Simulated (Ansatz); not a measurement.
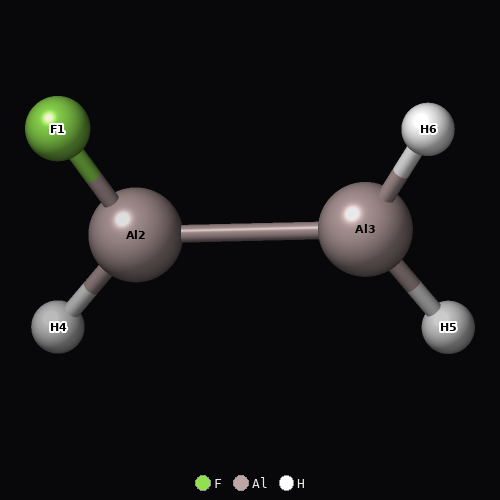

The system is Al₂FH₃, SMILES [F][AlH][AlH2]; the picture shows the reference structure. The first coordinate is: bond length Al2–Al3; the second: dihedral F1–Al2–Al3–H5. Nothing is relaxed (all other coordinates rigid). The grid has 15 × 15 points; 120 points were computed and 105 follow by symmetry. Points are written as (first, second). All energies are given in kcal/mol relative to the relaxed molecule at the same level. All numbers below come from RKS PBE0-D4/def2-TZVP in Ansatz.

Its coordinates:

```yaml
atoms:
  - { symbol: F, position_ang: [-0.9329, -2.0060, 1.1503] }
  - { symbol: Al, position_ang: [-0.5215, -1.1577, -0.2139] }
  - { symbol: Al, position_ang: [0.5402, 1.1957, 0.1439] }
  - { symbol: H, position_ang: [-0.8396, -1.9155, -1.5747] }
  - { symbol: H, position_ang: [0.9667, 2.0908, -1.1027] }
  - { symbol: H, position_ang: [0.7871, 1.7926, 1.5972] }
```

Range: bond length Al2–Al3 from 2.189 to 3.388 Å; dihedral F1–Al2–Al3–H5 from −180 to 156°.

What will the energy surface look like?

Answer. The lowest grid point is at (2.618 Å, −84°), −0.8 kcal/mol from the relaxed molecule at the same level; the map holds 2 wells of about this depth. No other kind of well shows on this grid. The highest grid point, (3.388 Å, −180°), lies 22.7 kcal/mol above the lowest. On the interpolated surface the easiest way out of the lowest well to a well of about the same depth near (2.618 Å, 84°) passes a barrier of about 0.87 kcal/mol, counted from the interpolated bottom of the well. Round the minimum the two coordinates are nearly uncoupled.

| dihedral F1–Al2–Al3–H5 ↓, bond length Al2–Al3 → | 2.189 | 2.275 | 2.361 | 2.446 | 2.532 | 2.618 | 2.703 | 2.789 | 2.875 | 2.960 | 3.046 | 3.131 | 3.217 | 3.303 | 3.388 |
| --- | --- | --- | --- | --- | --- | --- | --- | --- | --- | --- | --- | --- | --- | --- | --- |
| 156 | 19.5 | 11.1 | 5.4 | 2.0 | 0.3 | −0.1 | 0.5 | 1.9 | 3.9 | 6.3 | 9.0 | 12.0 | 15.2 | 18.5 | 21.9 |
| 132 | 18.7 | 10.4 | 4.8 | 1.5 | −0.1 | −0.5 | 0.2 | 1.7 | 3.7 | 6.2 | 8.9 | 11.9 | 15.1 | 18.5 | 21.8 |
| 108 | 17.9 | 9.7 | 4.3 | 1.1 | −0.5 | −0.7 | 0.0 | 1.5 | 3.6 | 6.0 | 8.8 | 11.8 | 15.0 | 18.4 | 21.8 |
| 84 | 17.7 | 9.6 | 4.2 | 1.0 | −0.6 | −0.8 | −0.1 | 1.5 | 3.5 | 6.0 | 8.8 | 11.8 | 15.0 | 18.4 | 21.7 |
| 60 | 18.3 | 10.0 | 4.6 | 1.3 | −0.3 | −0.6 | 0.1 | 1.6 | 3.7 | 6.1 | 8.9 | 11.9 | 15.1 | 18.4 | 21.8 |
| 36 | 19.2 | 10.8 | 5.2 | 1.8 | 0.1 | −0.3 | 0.4 | 1.8 | 3.9 | 6.3 | 9.0 | 12.0 | 15.2 | 18.5 | 21.9 |
| 12 | 19.9 | 11.4 | 5.6 | 2.2 | 0.4 | 0.0 | 0.6 | 2.0 | 4.0 | 6.4 | 9.1 | 12.0 | 15.2 | 18.6 | 21.9 |
| −12 | 19.9 | 11.4 | 5.6 | 2.2 | 0.4 | 0.0 | 0.6 | 2.0 | 4.0 | 6.4 | 9.1 | 12.0 | 15.2 | 18.6 | 21.9 |
| −36 | 19.2 | 10.8 | 5.2 | 1.8 | 0.1 | −0.3 | 0.4 | 1.8 | 3.9 | 6.3 | 9.0 | 12.0 | 15.2 | 18.5 | 21.9 |
| −60 | 18.3 | 10.0 | 4.6 | 1.3 | −0.3 | −0.6 | 0.1 | 1.6 | 3.7 | 6.1 | 8.9 | 11.9 | 15.1 | 18.4 | 21.8 |
| −84 | 17.7 | 9.6 | 4.2 | 1.0 | −0.6 | −0.8 | −0.1 | 1.5 | 3.5 | 6.0 | 8.8 | 11.8 | 15.0 | 18.4 | 21.7 |
| −108 | 17.9 | 9.7 | 4.3 | 1.1 | −0.5 | −0.7 | 0.0 | 1.5 | 3.6 | 6.0 | 8.8 | 11.8 | 15.0 | 18.4 | 21.8 |
| −132 | 18.7 | 10.4 | 4.8 | 1.5 | −0.1 | −0.5 | 0.2 | 1.7 | 3.7 | 6.2 | 8.9 | 11.9 | 15.1 | 18.5 | 21.8 |
| −156 | 19.5 | 11.1 | 5.4 | 2.0 | 0.3 | −0.1 | 0.5 | 1.9 | 3.9 | 6.3 | 9.0 | 12.0 | 15.2 | 18.5 | 21.9 |
| −180 | 19.9 | 11.4 | 5.7 | 2.2 | 0.4 | 0.0 | 0.6 | 2.0 | 4.0 | 6.4 | 9.1 | 12.1 | 15.3 | 18.6 | 21.9 |

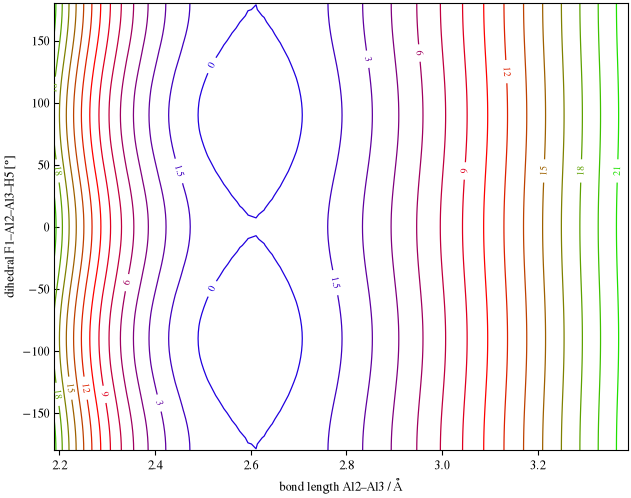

In the figure: contour lines labelled in kcal/mol. Between grid points the surface is interpolated.

The whole map (120 points run) took 7.1 min on 1 thread of Arm Neoverse V2, with other jobs on the host.
